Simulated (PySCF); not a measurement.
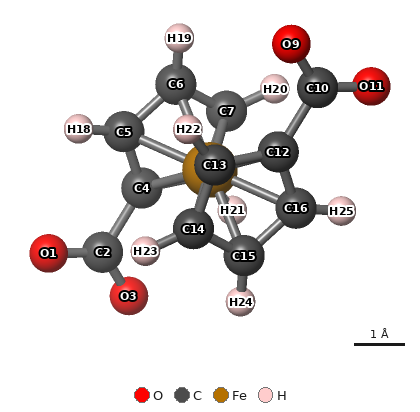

Fig. 1: The structure (ball-and-stick view, seen at a tilt; atoms are numbered from 1 in the order of the input). Sticks mark near contacts. Bond lengths as drawn: C–C 1.43 to 1.53 Å, C–Fe 2.02 to 2.06 Å, C–H 1.09 Å and C–O 1.25 Å.

## Two runs on C12H8FeO4

System: C12H8FeO4, charge −2.
Method of run A: TDDFT CAM-B3LYP/def2-SVPD, vertical, gas phase, core orbitals frozen in the response (PySCF 2.14.0).

The geometry comes from this level: PBE0-D3(BJ)/def2-SVP. Text and figures count atoms from 1; the logs count them from 0 in places.

Input, run A:
```
{"job": {"kind": "uv", "xc": "CAM-B3LYP", "basis": "def2-SVPD", "nstates": 12, "ntriplets": 4}, "charge": -2, "multiplicity": 1}
O     -0.566152    -3.433797     1.575610
C     -1.128061    -2.918426     0.586110
O     -1.538318    -3.460966    -0.462077
C     -1.346000    -1.401769     0.669226
C     -0.928732    -0.540481     1.729756
C     -1.241307     0.809296     1.379782
C     -1.861206     0.790160     0.090500
C     -1.923475    -0.571185    -0.339439
O      1.542698     3.463653     0.455424
C      1.127215     2.918448    -0.588922
O      0.559454     3.431808    -1.576534
C      1.345384     1.401725    -0.670719
C      1.924850     0.572097     0.337593
C      1.862048    -0.789622    -0.091121
C      1.239914    -0.810049    -1.379343
C      0.926396     0.539405    -1.729833
Fe     0.000331     0.000077     0.000528
H     -0.408912    -0.898017     2.617224
H     -0.966724     1.709224     1.931103
H     -2.130042     1.673312    -0.490025
H     -2.287142    -0.956442    -1.290708
H      2.290602     0.958102     1.287776
H      2.132845    -1.672125     0.489483
H      0.963863    -1.710631    -1.928877
H      0.404517     0.896184    -2.616377
```

The first line tells a small driver script what to run in PySCF; the rest is the geometry in Å.

Hardware: 8 threads of Intel Xeon (Granite Rapids), 64 GiB of memory available, shared host.

Output (run A):
```
coarse grid: 110112 points
cycle   1  E = -2012.0731347790  dE =  1.590e+01  |g| = 6.452e+00  |ddm| = 2.081e+01
cycle   2  E = -1886.3967761344  dE =  1.257e+02  |g| = 1.956e+01  |ddm| = 1.709e+03
cycle   3  E = -2007.0534962193  dE = -1.207e+02  |g| = 8.597e+00  |ddm| = 1.636e+03
cycle   4  E = -2017.9235171644  dE = -1.087e+01  |g| = 5.795e+00  |ddm| = 1.217e+02
cycle   5  E = -2022.3393563853  dE = -4.416e+00  |g| = 4.664e+00  |ddm| = 9.610e+00
cycle   6  E = -2024.4869558619  dE = -2.148e+00  |g| = 3.053e+00  |ddm| = 3.551e+00
cycle   7  E = -2024.9407641439  dE = -4.538e-01  |g| = 2.525e+00  |ddm| = 3.548e+00
cycle   8  E = -2025.2880754558  dE = -3.473e-01  |g| = 1.991e+00  |ddm| = 1.765e+00
cycle   9  E = -2025.6180499847  dE = -3.300e-01  |g| = 1.264e+00  |ddm| = 1.698e+00
cycle  10  E = -2025.8249905765  dE = -2.069e-01  |g| = 3.167e-01  |ddm| = 2.647e+00
cycle  11  E = -2025.8437542863  dE = -1.876e-02  |g| = 9.440e-02  |ddm| = 9.754e-01
cycle  12  E = -2025.8454136401  dE = -1.659e-03  |g| = 5.377e-02  |ddm| = 2.927e-01
cycle  13  E = -2025.8458925666  dE = -4.789e-04  |g| = 2.549e-02  |ddm| = 1.825e-01
cycle  14  E = -2025.8460471356  dE = -1.546e-04  |g| = 4.224e-03  |ddm| = 6.946e-02
cycle  15  E = -2025.8460641724  dE = -1.704e-05  |g| = 2.614e-03  |ddm| = 4.855e-02
cycle  16  E = -2025.8460681905  dE = -4.018e-06  |g| = 9.851e-04  |ddm| = 1.288e-02
final grid: 235560 points
cycle  17  E = -2025.8460279510  dE = -1.354e-06  |g| = 1.316e-03  |ddm| = 3.543e-02
cycle  18  E = -2025.8460260779  dE =  1.873e-06  |g| = 4.463e-03  |ddm| = 1.135e-02
cycle  19  E = -2025.8460288531  dE = -2.775e-06  |g| = 8.124e-04  |ddm| = 8.364e-03
cycle  20  E = -2025.8460290970  dE = -2.439e-07  |g| = 3.571e-04  |ddm| = 2.397e-03
cycle  21  E = -2025.8460294399  dE = -3.429e-07  |g| = 3.177e-04  |ddm| = 4.393e-03
cycle  22  E = -2025.8460296181  dE = -1.782e-07  |g| = 4.434e-05  |ddm| = 4.893e-03
cycle  23  E = -2025.8460296215  dE = -3.377e-09  |g| = 3.144e-05  |ddm| = 7.028e-04
cycle  24  E = -2025.8460296223  dE = -7.717e-10  |g| = 1.489e-05  |ddm| = 2.446e-04
converged SCF energy = -2025.8460296223

Static polarisability (au): isotropic 172.881, principal 160.002 162.257 196.383

Singlet excitations
state   eV       nm        f      main configurations
  1   2.3336    531.3   0.00000   H->L+4 0.46, H-1->L+3 0.21
  2   2.3363    530.7   0.00000   H->L+3 0.33, H-1->L+4 0.31, H-4->L+4 0.10
  3   2.6563    466.8   0.00000   H-9->L+4 0.32, H->L+4 0.21, H-1->L+3 0.20
  4   2.6881    461.2   0.00000   H-9->L+3 0.27, H-3->L+3 0.20, H-1->L+4 0.17
  5   3.4782    356.5   0.00000   H-9->L+3 0.31, H->L+3 0.27, H-1->L+4 0.16
  6   3.4814    356.1   0.00000   H-9->L+4 0.32, H-3->L+4 0.23, H-1->L+3 0.16
  7   5.2277    237.2   0.00000   H-1->L+1 0.33, H-2->L+7 0.15, H-1->L+6 0.12
  8   5.2596    235.7   0.00056   H-2->L+4 0.28, H-1->L+7 0.17, H-4->L+7 0.13
  9   5.2888    234.4   0.00000   H->L+1 0.72
 10   5.3335    232.5   0.00000   H-1->L+1 0.39, H-2->L+7 0.14, H-4->L+4 0.12
 11   5.3657    231.1   0.00520   H->L 0.59, H->L+7 0.13, H-5->L+4 0.08
 12   5.4069    229.3   0.00476   H-1->L 0.69

Triplet excitations (Tamm-Dancoff, eV): 1.7463 1.7764 1.8601 1.8734
```

Run B used a changed input.

The two runs side by side:

| quantity | run A | run B |
| --- | --- | --- |
| outcome | converged | converged |
| total energy (hartree) | −2025.846030 | −2025.083924 |
| HOMO (eV) | −0.94 | 2.20 |
| LUMO (eV) | 6.48 | 4.87 |
| lowest excitation (eV) | 2.33 | 2.73 |
| SCF iterations | 24 | 59 |
| basis functions | 430 | 430 |
| wall time (shared host) | 6.4 min | 3.8 min |

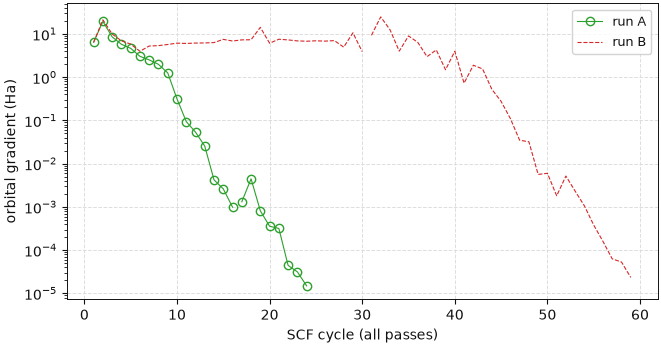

Fig. 2: Convergence of the two runs: orbital gradient against the SCF cycle. A break in a curve parts two SCF passes (coarse and final grid). Run A takes 24 cycles in all, and run B takes 59.

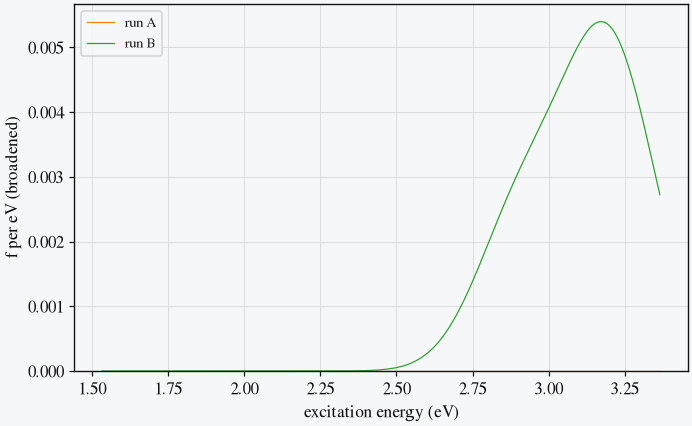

Fig. 3: Absorption of the two runs from their computed states, each broadened by a Gaussian of 0.35 eV full width; the range ends where the shorter list of states ends.

Which change of the input explains these differences?

The change (lines with − go, lines with + come):
```diff
-"xc": "CAM-B3LYP"
+"xc": "PBE"
```

The total energies belong to different methods, so their difference says nothing on which is more stable or more accurate. The HOMO goes from −0.94 to 2.20 eV. The LUMO goes from 6.48 to 4.87 eV. The lowest excitation goes from 2.33 to 2.73 eV. The functional changes from CAM-B3LYP to PBE. Exact exchange removes part of the self-interaction error of semilocal functionals, which pushes filled and empty levels apart. The SCF takes 59 iterations against 24. On the same kind of shared host run B took about 0.6 times as long.

Output, shortened to warnings, some set-up lines, iterations and results (run B):
```
coarse grid: 110112 points
[...]
cycle   1  E = -2010.0461900713  dE =  1.645e+01  |g| = 6.461e+00  |ddm| = 2.080e+01
cycle   2  E = -1861.9798135099  dE =  1.481e+02  |g| = 2.132e+01  |ddm| = 2.273e+03
cycle   3  E = -1998.2838689294  dE = -1.363e+02  |g| = 1.000e+01  |ddm| = 2.136e+03
cycle   4  E = -2013.5068678795  dE = -1.522e+01  |g| = 6.964e+00  |ddm| = 2.400e+02
cycle   5  E = -2018.5698555653  dE = -5.063e+00  |g| = 5.860e+00  |ddm| = 1.753e+01
[... 49 lines ...]
cycle  55  E = -2025.0839241640  dE = -1.745e-07  |g| = 3.795e-04  |ddm| = 3.453e-03
cycle  56  E = -2025.0839241902  dE = -2.619e-08  |g| = 1.592e-04  |ddm| = 1.856e-03
cycle  57  E = -2025.0839241950  dE = -4.833e-09  |g| = 6.279e-05  |ddm| = 8.458e-04
cycle  58  E = -2025.0839241954  dE = -3.274e-10  |g| = 5.303e-05  |ddm| = 3.067e-04
cycle  59  E = -2025.0839241958  dE = -4.784e-10  |g| = 2.336e-05  |ddm| = 1.908e-04
converged SCF energy = -2025.0839241958

Static polarisability (au): isotropic 191.775, principal 171.964 179.098 224.263

Singlet excitations
state   eV       nm        f      main configurations
  1   2.7320    453.8   0.00000   H->L 0.96
  2   2.7617    448.9   0.00000   H-1->L 0.68, H->L+1 0.31
  3   2.8276    438.5   0.00000   H-1->L+1 0.75, H-2->L 0.23
  4   2.8657    432.6   0.00006   H-3->L 1.00
  5   2.8814    430.3   0.00000   H-2->L+1 0.45, H->L+1 0.27, H-4->L 0.17
  6   2.9171    425.0   0.00085   H-3->L+1 1.00
  7   2.9374    422.1   0.00000   H-2->L+1 0.46, H-4->L 0.46
  8   2.9852    415.3   0.00000   H-4->L+1 0.67, H-2->L 0.29
  9   3.1948    388.1   0.00151   H-5->L 1.00
 10   3.2286    384.0   0.00034   H-5->L+1 1.00
 11   3.2680    379.4   0.00000   H-6->L+1 0.34, H-4->L 0.27, H->L+1 0.19
 12   3.3653    368.4   0.00000   H-6->L 0.70, H-2->L 0.12, H-4->L+1 0.11

Triplet excitations (Tamm-Dancoff, eV): 2.2272 2.2819 2.3340 2.3801
```

For run B: The highest filled orbital lies above zero: either the extra electron isn't bound at this level, or the self-interaction error of the functional lifts the level.
